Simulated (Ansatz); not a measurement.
**Which site? a vacancy of C in Al(111)/SiC(10-10) interface (233 atoms)**

Aim: make a vacancy of C at several sites of Al(111)/SiC(10-10) interface (233 atoms), relax each, and compare their energies.

Calculated with Ansatz 0.2.0; Kohn-Sham DFT, PBE, PAW (set soft_2), plane waves.

## (1) The starting structure

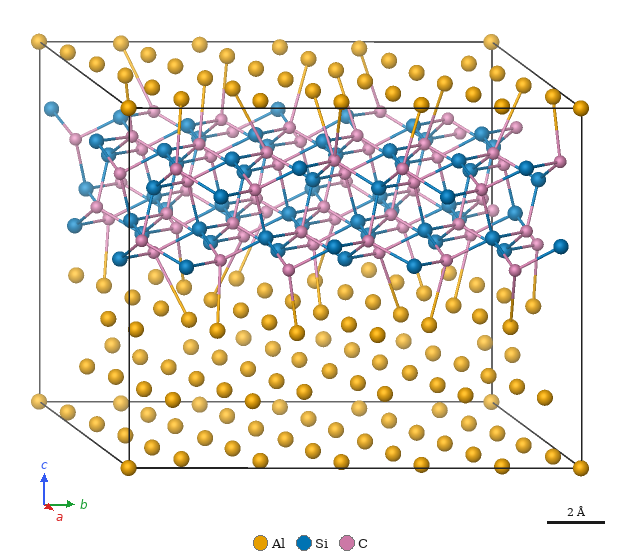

Start, viewed from the side, with the c axis up; aluminium orange, silicon blue, carbon pink. Bonds to atoms that aren't drawn are left out. Some periodic images of atoms are drawn too.

The cell holds 233 atoms: 105 Al, 64 Si and 64 C. Cell: a = 15.930 Å, b = 15.930 Å, c = 12.819 Å, α = 90.0°, β = 90.0°, γ = 78.3°. It derives from Al and SiC. Fcc Al(111), 3 repeat layers, 35 surface cells, strained -0.09 and -0.09 %; wurtzite SiC(10-10), 2 layers, 16 cells, +0.09 and +0.09 %; outer planes 2.31 Å apart and 2.28 Å at the second interface of the periodic stack; not relaxed, displaced by a Gaussian of 0.02 Å. Regions: Al, 105 atoms (105 Al); SiC, 128 atoms (64 Si and 64 C).

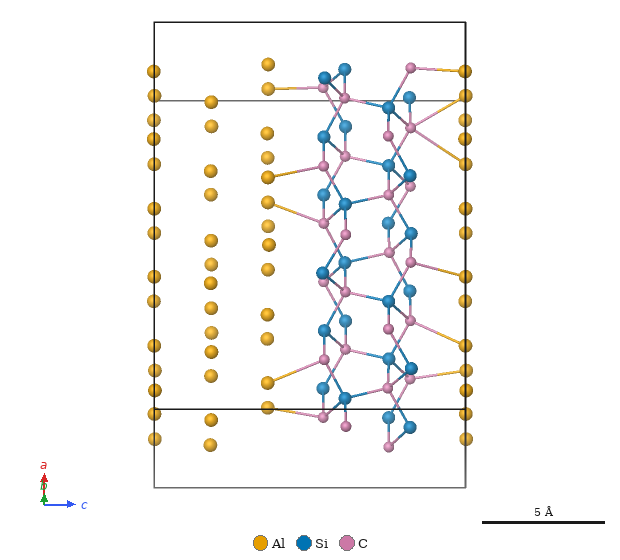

A slice 6 Å thick through the middle of the cell. Bonds to atoms that aren't drawn are left out.

Limits known from the start: Only the Γ point is sampled, in a cell whose shortest periodic width is 13 Å.

## (2) Single point at the start

The forces at the start show how far the geometry lies from a minimum of this functional.

File input.yaml:

```yaml
crystal:
  lattice:
    - [15.9304, 0.0, 0.0]
    - [3.22539, 15.60046, 0.0]
    - [0.0, 0.0, 12.81918]
  atoms:
    - { symbol: Al, position: [0.82871, 0.97083, 0.00075] }
    - { symbol: Al, position: [0.90285, 0.76279, 0.18445] }
    - { symbol: Al, position: [0.86453, 0.86971, 0.36727] }
    - { symbol: Al, position: [0.97008, 0.83046, 0.99948] }
    - { symbol: Al, position: [0.04963, 0.61741, 0.18311] }
    - { symbol: Al, position: [0.00883, 0.72615, 0.36778] }
    - { symbol: Al, position: [0.65556, 0.94027, 0.0] }
    - { symbol: Al, position: [0.7325, 0.73474, 0.18128] }
    - { symbol: Al, position: [0.69438, 0.83594, 0.36563] }
    - { symbol: Al, position: [0.79966, 0.80055, 0.00099] }
    - { symbol: Al, position: [0.87692, 0.58979, 0.18351] }
    - { symbol: Al, position: [0.83739, 0.69534, 0.36745] }
    - { symbol: Al, position: [0.94249, 0.65757, 0.99863] }
    - { symbol: Al, position: [0.01939, 0.447, 0.18055] }
    - { symbol: Al, position: [0.9818, 0.55288, 0.36633] }
    - { symbol: Al, position: [0.48528, 0.91562, 0.00148] }
    - { symbol: Al, position: [0.56068, 0.70722, 0.18383] }
    - { symbol: Al, position: [0.52647, 0.81069, 0.36504] }
    - { symbol: Al, position: [0.62941, 0.77102, 0.00026] }
    - { symbol: Al, position: [0.70386, 0.56411, 0.18163] }
    - { symbol: Al, position: [0.6667, 0.66639, 0.36549] }
    - { symbol: Al, position: [0.77367, 0.62833, 0.99859] }
    - { symbol: Al, position: [0.8492, 0.41697, 0.18395] }
    - { symbol: Al, position: [0.80935, 0.52348, 0.36342] }
    - { symbol: Al, position: [0.91436, 0.48616, 0.00094] }
    - { symbol: Al, position: [0.99071, 0.27496, 0.18395] }
    - { symbol: Al, position: [0.95324, 0.38052, 0.36637] }
    - { symbol: Al, position: [0.31463, 0.88645, 0.99776] }
    - { symbol: Al, position: [0.39156, 0.67471, 0.18178] }
    - { symbol: Al, position: [0.35175, 0.78044, 0.36652] }
    - { symbol: Al, position: [0.45757, 0.74299, 0.99858] }
    - { symbol: Al, position: [0.52976, 0.53638, 0.18309] }
    [... 195 atom lines left out ...]
    - { symbol: Si, position: [0.3632, 0.33127, 0.61473] }
    - { symbol: C, position: [0.3339, 0.23625, 0.54436] }
    - { symbol: Si, position: [0.24034, 0.45557, 0.75393] }
    - { symbol: C, position: [0.20813, 0.36047, 0.82192] }
    - { symbol: Si, position: [0.3001, 0.26796, 0.82226] }
    - { symbol: C, position: [0.39592, 0.29995, 0.75418] }
kpoints:
  mp_grid: { grid: [1, 1, 1] }
hamiltonian:
  xc: pbe
scf:
  occupations: { method: fermi_dirac, width: 0.025 }
output:
  forces: true
```

Started as:

```
> ansatz run input.yaml --threads 4 --pin off --max-ram 8192MiB --backend cpu --events-out ev --progress --plain --runs-dir out
```

Numbers of over 12 decimals in the logs are rounded to 6 here.

Output:

```text
Engine: ansatz 0.2.0, aarch64-unknown-linux-gnu
Pseudopotentials: kind: paw
Pseudopotential: Al, paw, valence charge 3, recommended cutoff 420 eV (normal), Al.paw.azcp
Pseudopotential: Si, paw, valence charge 4, recommended cutoff 420 eV (normal), Si.paw.azcp
Pseudopotential: C, paw, valence charge 4, recommended cutoff 420 eV (normal), C.paw.azcp
[... 5 lines on functional and potentials left out ...]
Crystal: 233 atoms, lattice volume = 3185.843 Å³
Basis set: ecut = 420 eV, 62383 PW (Γ), exchange–correlation on 216×216×180 points (8 copies of the dense FFT grid, shifted against one another)
Bands: 647, of which v1, the nominal top of the filled ones, is band 414 counted from 1 (413 counted from 0)
Symmetry: 1 space group operations
Space group: P1 (ITA 1), of the structure as read, at distance tolerance 1.5e-4 Å
k-points: 1
[... 7 lines on functional and potentials left out ...]
Initial density: superposition of atomic densities (neutral atoms: chi_scale 0, normalization atom), corrected by the library's trained network
Initial wavefunctions: pseudopotential atomic-orbital guess
Functional: x = pbe(κ = 0.804, μ = 0.219515), c = pbe(β = 0.066725)
SCF iter   1: F=—  HF=-113145.718818 eV  |F-HF|=—  |Δ(HF+E_count)|=         —  Δρ=4.80e-3  dr2=3.61e0  ethr=1.77e-3  ⟨swp⟩=5.0  Hψ=2760  notcnv=0  defer=176
preconditioner: auto → Kerker (q_TF=auto, 2.179 Å⁻¹)  [metal: Δε(μ)=0.031 eV  Ē_g=8.863 eV  σ=0.025 eV  W_gap=0.28  n_scr=550 (ndim 8)  ℏωp=18.9 eV  f_vac=0.000  D(μ)=124.43/eV (n_scr^D=1016)]
SCF iter   2: F=—  HF=-113145.455970 eV  |F-HF|=—  |Δ(HF+E_count)|=   2.63e-1  Δρ=2.58e-3  dr2=1.12e0  ethr=4.36e-4  ⟨swp⟩=1.0  Hψ=745  notcnv=0  defer=186
SCF iter   3: F=—  HF=-113145.334167 eV  |F-HF|=—  |Δ(HF+E_count)|=   1.22e-1  Δρ=9.49e-4  dr2=1.61e-1  ethr=1.36e-4  ⟨swp⟩=2.0  Hψ=588  notcnv=0  defer=188
SCF iter   4: F=—  HF=-113145.320570 eV  |F-HF|=—  |Δ(HF+E_count)|=   1.36e-2  Δρ=2.94e-4  dr2=1.57e-2  ethr=1.95e-5  ⟨swp⟩=3.0  Hψ=907  notcnv=0  defer=192
SCF iter   5: F=—  HF=-113145.319249 eV  |F-HF|=—  |Δ(HF+E_count)|=   1.32e-3  Δρ=1.68e-4  dr2=2.89e-3  ethr=1.90e-6  ⟨swp⟩=2.0  Hψ=538  notcnv=0  defer=192
SCF iter   6: F=—  HF=-113145.318941 eV  |F-HF|=—  |Δ(HF+E_count)|=   3.08e-4  Δρ=5.80e-5  dr2=3.57e-4  ethr=3.49e-7  ⟨swp⟩=2.0  Hψ=812  notcnv=0  defer=192
SCF iter   7: F=—  HF=-113145.318888 eV  |F-HF|=—  |Δ(HF+E_count)|=   5.28e-5  Δρ=1.91e-5  dr2=4.11e-5  ethr=4.32e-8  ⟨swp⟩=2.0  Hψ=844  notcnv=0  defer=192
SCF iter   8: F=—  HF=-113145.320203 eV  |F-HF|=—  |Δ(HF+E_count)|=   1.31e-3  Δρ=8.40e-6  dr2=5.01e-6  ethr=4.97e-9  ⟨swp⟩=3.0  Hψ=1002  notcnv=0  defer=192
SCF iter   9: F=—  HF=-113145.320202 eV  |F-HF|=—  |Δ(HF+E_count)|=   3.07e-7  Δρ=3.57e-6  dr2=8.24e-7  ethr=6.06e-10  ⟨swp⟩=2.0  Hψ=844  notcnv=0  defer=192
SCF iter  10: F=—  HF=-113145.320202 eV  |F-HF|=—  |Δ(HF+E_count)|=   2.92e-8  Δρ=1.31e-6  dr2=1.17e-7  ethr=9.96e-11  ⟨swp⟩=2.0  Hψ=844  notcnv=0  defer=192
SCF iter  11: F=-113145.320202 eV  HF=-113145.320202 eV  |F-HF|=7.58e-9  |Δ(HF+E_count)|=   1.01e-8  Δρ=4.60e-7  dr2=1.31e-8  ethr=1.21e-11  ⟨swp⟩=3.0  Hψ=1483  notcnv=0
SCF 1 converged in 11 iterations: F = -113145.320202 eV  dr2 = 1.31e-8
  greatest PAW one-centre occupation: 0.653 electrons in one spin orbital (limit 2), on the C atom at site 144 (counted from 0), in its partial waves of l = 0
SCF converged after 11 iterations
Free energy (F): -113145.320202 eV
Harris-Foulkes:  -113145.320202 eV  (|F-HF|=7.58e-9)
Internal energy: -113145.073448 eV  (E = F + TS)
E sigma→0 (E₀):  -113145.196825 eV
Entropy (-TS):   -0.246754 eV (-1.059 meV/atom)
Fermi energy:    8.543111 eV
--- Per-component energies (eV) ---
  E_band       = 2329.079801
  E_kinetic    = 10883.086005
  E_local      = -26526.863658  (includes V_loc(G=0)·N_el)
  E_nonlocal   = 4405.108453
  E_hartree    = 12229.343520
  E_xc         = -10848.751797
  E_vxc        = -9940.365968  (∫ρ·V_xc dr)
  E_paw        = -88222.895481  (= ΣΔE_a)
  E_vpaw       = -950.573627  (= ΣTr[D̂ρ^β])
  E_aug_tail   = 0.000585  (compensation charges beyond the density's cutoff)
  E_ewald      = -15064.101074
  E_smearing   = -0.246754  (= −TS)
  E_closure    = -0.000000  (closes the sum)
  Σ components = -113145.320202   (vs F -113145.320202, Δ=0.00e0)
--- Forces (eV/Å), atoms counted from 1 ---
  atom   1  Al    -0.04780747     0.32536897    -1.41138896
  atom   2  Al     0.12137326    -0.11906171    -0.07212166
  atom   3  Al     0.58049230    -0.22432673     0.47776202
  atom   4  Al     0.28531612    -0.14313420    -0.01552801
  atom   5  Al    -0.17745821     0.01538575     0.13671012
  atom   6  Al     0.29800775    -0.29865158    -0.73418888
  atom   7  Al     0.12294048    -0.04886748    -0.86739057
  atom   8  Al    -0.01227802     0.02067952    -0.00906411
  atom   9  Al     0.36551217     0.04685735    -0.48187989
  atom  10  Al    -0.02197794     0.04134162     0.75046159
  atom  11  Al     0.04233366     0.07418847    -0.01016635
  atom  12  Al    -0.05368411     0.48994976     0.94099805
  atom  13  Al    -0.04668129    -0.32502873    -1.24613246
  atom  14  Al     0.10598104     0.07950346     0.05223529
[...]
atom 232  Si     0.32247180    -0.04610138    -0.40210027
  atom 233  C     -0.43905868    -0.13187074    -0.31542137
  max |Σ_I F_I| component: 4.63e-5 eV/Å
```

Elapsed: 70 s, on 4 threads of Arm Neoverse V1, shared host; peak memory 5 GiB.

The r.m.s. force at the start is 0.54 eV/Å.

## (3) Relaxation

With the cell held, the atoms are moved downhill towards a nearby minimum.

File input.yaml:

```yaml
crystal:
  lattice:
    - [15.9304, 0.0, 0.0]
    - [3.22539, 15.60046, 0.0]
    - [0.0, 0.0, 12.81918]
  atoms:
    [... the 233 atom lines of step 2 ...]
kpoints:
  mp_grid: { grid: [1, 1, 1] }
hamiltonian:
  xc: pbe
scf:
  occupations: { method: fermi_dirac, width: 0.025 }
output:
  forces: true
relax:
  f_tol: 0.05
  max_steps: 120
```

Output:

```text
[...]
Crystal: 233 atoms, lattice volume = 3185.843 Å³
Basis set: ecut = 420 eV, 62383 PW (Γ), exchange–correlation on 216×216×180 points (8 copies of the dense FFT grid, shifted against one another)
Bands: 647, of which v1, the nominal top of the filled ones, is band 414 counted from 1 (413 counted from 0)
Symmetry: 1 space group operations
[...]
k-points: 1
[...]
SCF iter   1: F=—  HF=-113145.718816 eV  |F-HF|=—  |Δ(HF+E_count)|=         —  Δρ=4.80e-3  dr2=3.61e0  ethr=1.77e-3  ⟨swp⟩=5.0  Hψ=2760  notcnv=0  defer=176
[...]
SCF iter   7: F=-113145.320173 eV  HF=-113145.320206 eV  |F-HF|=3.35e-5  |Δ(HF+E_count)|=   3.82e-5  Δρ=1.93e-5  dr2=4.16e-5  ethr=7.56e-9  ⟨swp⟩=2.0  Hψ=1911  notcnv=0
SCF 1 converged in 7 iterations: F = -113145.320173 eV  dr2 = 4.16e-5
[...]
relax step   1: F+E_penalty+E_count = -113145.32017301 eV  Δ(F+E_penalty+E_count) = +0.000e0 eV  max|allowed force component| = 2.366e0 eV/Å  Δτ_max = 0.0000 Å  (7 SCF iters, dr2 threshold 6.25e-5 eV, accepted)
[...]
relax step   2: F+E_penalty+E_count = -113153.23307955 eV  Δ(F+E_penalty+E_count) = -7.913e0 eV  max|allowed force component| = 1.280e0 eV/Å  Δτ_max = 0.1949 Å  (7 SCF iters, dr2 threshold 1.00e-4 eV, accepted)
[...]
relax step   3: F+E_penalty+E_count = -113156.62981847 eV  Δ(F+E_penalty+E_count) = -3.397e0 eV  max|allowed force component| = 3.970e-1 eV/Å  Δτ_max = 0.1970 Å  (7 SCF iters, dr2 threshold 1.00e-4 eV, accepted)
relax step   4: F+E_penalty+E_count = -113157.87462156 eV  Δ(F+E_penalty+E_count) = -1.245e0 eV  max|allowed force component| = 3.452e-1 eV/Å  Δτ_max = 0.2000 Å  (8 SCF iters, dr2 threshold 1.52e-5 eV, accepted)
relax step   5: F+E_penalty+E_count = -113158.66086515 eV  Δ(F+E_penalty+E_count) = -7.862e-1 eV  max|allowed force component| = 2.405e-1 eV/Å  Δτ_max = 0.1966 Å  (8 SCF iters, dr2 threshold 1.15e-5 eV, accepted)
relax step   6: F+E_penalty+E_count = -113159.05168253 eV  Δ(F+E_penalty+E_count) = -3.908e-1 eV  max|allowed force component| = 2.185e-1 eV/Å  Δτ_max = 0.1952 Å  (7 SCF iters, dr2 threshold 2.81e-5 eV, accepted)
relax step   7: F+E_penalty+E_count = -113159.31033499 eV  Δ(F+E_penalty+E_count) = -2.587e-1 eV  max|allowed force component| = 1.746e-1 eV/Å  Δτ_max = 0.2000 Å  (7 SCF iters, dr2 threshold 2.32e-5 eV, accepted)
relax step   8: F+E_penalty+E_count = -113159.51825997 eV  Δ(F+E_penalty+E_count) = -2.079e-1 eV  max|allowed force component| = 1.949e-1 eV/Å  Δτ_max = 0.1948 Å  (7 SCF iters, dr2 threshold 1.95e-5 eV, accepted)
relax step   9: F+E_penalty+E_count = -113159.65203935 eV  Δ(F+E_penalty+E_count) = -1.338e-1 eV  max|allowed force component| = 1.964e-1 eV/Å  Δτ_max = 0.2000 Å  (7 SCF iters, dr2 threshold 2.43e-5 eV, accepted)
relax step  10: F+E_penalty+E_count = -113159.76136576 eV  Δ(F+E_penalty+E_count) = -1.093e-1 eV  max|allowed force component| = 1.015e-1 eV/Å  Δτ_max = 0.1978 Å  (7 SCF iters, dr2 threshold 3.86e-5 eV, accepted)
relax step  11: F+E_penalty+E_count = -113159.81161394 eV  Δ(F+E_penalty+E_count) = -5.025e-2 eV  max|allowed force component| = 3.142e-1 eV/Å  Δτ_max = 0.1950 Å  (7 SCF iters, dr2 threshold 2.75e-6 eV, accepted)
relax step  12: F+E_penalty+E_count = -113159.88823430 eV  Δ(F+E_penalty+E_count) = -7.662e-2 eV  max|allowed force component| = 1.255e-1 eV/Å  Δτ_max = 0.2000 Å  (7 SCF iters, dr2 threshold 2.64e-5 eV, accepted)
relax step  13: F+E_penalty+E_count = -113159.92762551 eV  Δ(F+E_penalty+E_count) = -3.939e-2 eV  max|allowed force component| = 8.200e-2 eV/Å  Δτ_max = 0.0428 Å  (6 SCF iters, dr2 threshold 2.51e-6 eV, accepted)
relax step  14: F+E_penalty+E_count = -113159.94664502 eV  Δ(F+E_penalty+E_count) = -1.902e-2 eV  max|allowed force component| = 6.552e-2 eV/Å  Δτ_max = 0.0412 Å  (8 SCF iters, accepted)
relax step  15: F+E_penalty+E_count = -113159.96375773 eV  Δ(F+E_penalty+E_count) = -1.711e-2 eV  max|allowed force component| = 6.236e-2 eV/Å  Δτ_max = 0.0639 Å  (8 SCF iters, accepted)
relax step  16: F+E_penalty+E_count = -113159.98735949 eV  Δ(F+E_penalty+E_count) = -2.360e-2 eV  max|allowed force component| = 1.369e-1 eV/Å  Δτ_max = 0.1706 Å  (10 SCF iters, accepted)
relax step  17: F+E_penalty+E_count = -113160.00723689 eV  Δ(F+E_penalty+E_count) = -1.988e-2 eV  max|allowed force component| = 1.046e-1 eV/Å  Δτ_max = 0.0970 Å  (6 SCF iters, dr2 threshold 1.70e-5 eV, accepted)
relax step  18: F+E_penalty+E_count = -113160.03714735 eV  Δ(F+E_penalty+E_count) = -2.991e-2 eV  max|allowed force component| = 8.621e-2 eV/Å  Δτ_max = 0.1950 Å  (7 SCF iters, dr2 threshold 6.39e-6 eV, accepted)
relax step  19: F+E_penalty+E_count = -113160.05111272 eV  Δ(F+E_penalty+E_count) = -1.397e-2 eV  max|allowed force component| = 1.447e-1 eV/Å  Δτ_max = 0.0946 Å  (7 SCF iters, dr2 threshold 4.34e-6 eV, accepted)
relax step  20: F+E_penalty+E_count = -113160.07411925 eV  Δ(F+E_penalty+E_count) = -2.301e-2 eV  max|allowed force component| = 1.474e-1 eV/Å  Δτ_max = 0.1854 Å  (6 SCF iters, dr2 threshold 1.42e-5 eV, accepted)
relax step  21: F+E_penalty+E_count = -113160.09743073 eV  Δ(F+E_penalty+E_count) = -2.331e-2 eV  max|allowed force component| = 6.051e-2 eV/Å  Δτ_max = 0.1150 Å  (6 SCF iters, dr2 threshold 2.17e-5 eV, accepted)
relax step  22: F+E_penalty+E_count = -113160.11640645 eV  Δ(F+E_penalty+E_count) = -1.898e-2 eV  max|allowed force component| = 7.647e-2 eV/Å  Δτ_max = 0.0465 Å  (8 SCF iters, accepted)
relax step  23: F+E_penalty+E_count = -113160.13387194 eV  Δ(F+E_penalty+E_count) = -1.747e-2 eV  max|allowed force component| = 5.072e-2 eV/Å  Δτ_max = 0.0871 Å  (9 SCF iters, accepted)
relax step  24: F+E_penalty+E_count = -113160.15374926 eV  Δ(F+E_penalty+E_count) = -1.988e-2 eV  max|allowed force component| = 6.813e-2 eV/Å  Δτ_max = 0.1015 Å  (9 SCF iters, accepted)
relax step  25: F+E_penalty+E_count = -113160.17223799 eV  Δ(F+E_penalty+E_count) = -1.849e-2 eV  max|allowed force component| = 1.077e-1 eV/Å  Δτ_max = 0.1403 Å  (9 SCF iters, accepted)
relax step  26: F+E_penalty+E_count = -113160.19946560 eV  Δ(F+E_penalty+E_count) = -2.723e-2 eV  max|allowed force component| = 8.627e-2 eV/Å  Δτ_max = 0.1124 Å  (6 SCF iters, dr2 threshold 1.16e-5 eV, accepted)
relax step  27: F+E_penalty+E_count = -113160.22812454 eV  Δ(F+E_penalty+E_count) = -2.866e-2 eV  max|allowed force component| = 5.418e-2 eV/Å  Δτ_max = 0.0644 Å  (7 SCF iters, dr2 threshold 4.78e-6 eV, accepted)
relax step  28: F+E_penalty+E_count = -113160.24026453 eV  Δ(F+E_penalty+E_count) = -1.214e-2 eV  max|allowed force component| = 5.404e-2 eV/Å  Δτ_max = 0.0639 Å  (9 SCF iters, accepted)
[...]
relax step  29: F+E_penalty+E_count = -113160.25091758 eV  Δ(F+E_penalty+E_count) = -1.065e-2 eV  max|allowed force component| = 4.173e-2 eV/Å  Δτ_max = 0.0325 Å  (9 SCF iters, accepted)
SCF converged after 9 iterations
Free energy (F): -113160.250918 eV
[...]
Internal energy: -113160.158330 eV  (E = F + TS)
E sigma→0 (E₀):  -113160.204624 eV
Entropy (-TS):   -0.092588 eV (-0.397 meV/atom)
Fermi energy:    8.429518 eV
[...]
--- Forces (eV/Å), atoms counted from 1 ---
  atom   1  Al    -0.01146327    -0.00045079     0.00564938
  atom   2  Al    -0.00170057    -0.02048973     0.00395861
  atom   3  Al     0.00787491    -0.00607120     0.01019133
  atom   4  Al    -0.00879310     0.00242027    -0.00397424
  atom   5  Al    -0.00679702    -0.01608172    -0.00071055
  atom   6  Al     0.00035328    -0.00288780     0.00671531
  atom   7  Al     0.00571176    -0.00270823     0.00440585
  atom   8  Al    -0.00798060     0.00840795    -0.00097883
  atom   9  Al    -0.00124990    -0.01417140     0.00486108
  atom  10  Al    -0.00139237    -0.00485949    -0.00692949
  atom  11  Al     0.00287660    -0.00058109     0.00050192
  atom  12  Al    -0.00839818    -0.00588733    -0.01402052
  atom  13  Al     0.00439426    -0.00443126     0.00099700
  atom  14  Al     0.01080638    -0.00469083    -0.00932910
[...]
atom 232  Si     0.00829688    -0.00556109    -0.00527614
  atom 233  C     -0.01395943     0.00193817     0.01125931
  max |Σ_I F_I| component: 9.54e-5 eV/Å
--- Relaxed structure (29 steps of the walk, 29 accepted, 0 SCFs on fresh bases) ---
  F+E_penalty+E_count = -113160.25091758 eV   max|allowed force component| = 4.173e-2 eV/Å
  atoms:
    - { symbol: Al, position: [0.826337, 1.009652, -0.039836] }
    - { symbol: Al, position: [0.839112, 0.806277, 0.233248] }
    - { symbol: Al, position: [0.898070, 0.862572, 0.413958] }
    - { symbol: Al, position: [0.954142, 0.837649, 1.001375] }
[...]
- { symbol: C, position: [0.402956, 0.293971, 0.747570] }
```

It took 25 min on 4 threads; peak memory 4.9 GiB.

The relaxation converged after 29 steps, 14.9 eV below its start, with a largest force component of 0.042 eV/Å.

(Part 1 of 2 ends here.)

[Logs are printed without paths, hosts, clocks, repeated set-up lines and the standing remarks that a program may print on its own settings, such as how far it seeks lower states.]

[Hosts, paths, dates, database ids (printed as entryN), source tags and the programs' standing remarks are cut or masked in the printed files.]
